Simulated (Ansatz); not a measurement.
| atom | x (Å) | y (Å) | z (Å) |
| --- | --- | --- | --- |
| C | -0.4004 | 0.9681 | -0.5918 |
| N | 0.7868 | 0.2255 | -0.2107 |
| Si | 0.1012 | -1.0148 | 0.7559 |
| S | -1.6861 | 0.1032 | 0.4207 |
| H | -0.6563 | 0.8822 | -1.6519 |
| H | -0.3660 | 2.0239 | -0.3083 |
| H | 1.6008 | 0.2707 | -0.7985 |
| H | 0.1317 | -2.4001 | 0.2050 |
| H | 0.5767 | -1.1050 | 2.1625 |

Geometry: PBE0-D4/def2-TZVP.

These are results of Ansatz, RKS PBE0-D4/def2-TZVPP, not measurements.

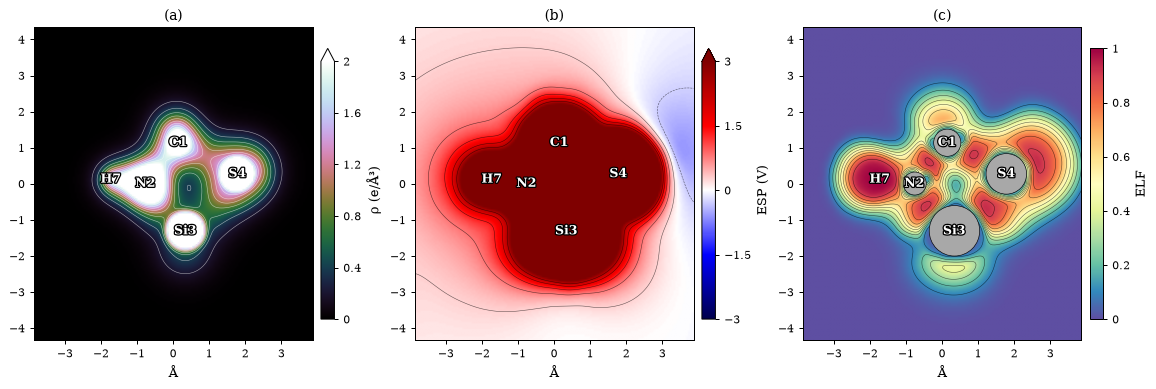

CH$_{5}$NSSi (SMILES C1N[SiH2]S1). (a) electron density; (b) electrostatic potential; (c) ELF on the plane of atoms C1, S4 and Si3. Grey discs cover the atomic cores in the ELF map.

**What does the map show?**

The plane passes through C, N, Si, S and H nuclei. C–N (1.45 Å): the density is about 1.9 e/Å³ at the midpoint; the ELF peaks at about 0.90 between the atoms; a shared electron pair. Si–N (1.72 Å): ρ at the midpoint is about 1.1 e/Å³; the ELF peaks at about 0.90 between the atoms; a polar covalent bond. C–S (1.85 Å): ρ at the midpoint is about 1.2 e/Å³; the ELF peaks at about 0.90 between the atoms (localised, covalent bonding). Si–S (2.13 Å): the density is about 0.83 e/Å³ at the midpoint; the ELF peaks at about 0.90 between the atoms (a shared electron pair). N–H (1.01 Å): ρ at the midpoint is about 2.9 e/Å³; the ELF climbs to about 1 towards the hydrogen, as it does in any bond to H (an ordinary covalent bond to hydrogen). The ELF also peaks beside S4, away from the bonds: lone-pair regions. Outside the dense part of the molecule the potential is most negative (−0.6 V) near S4.
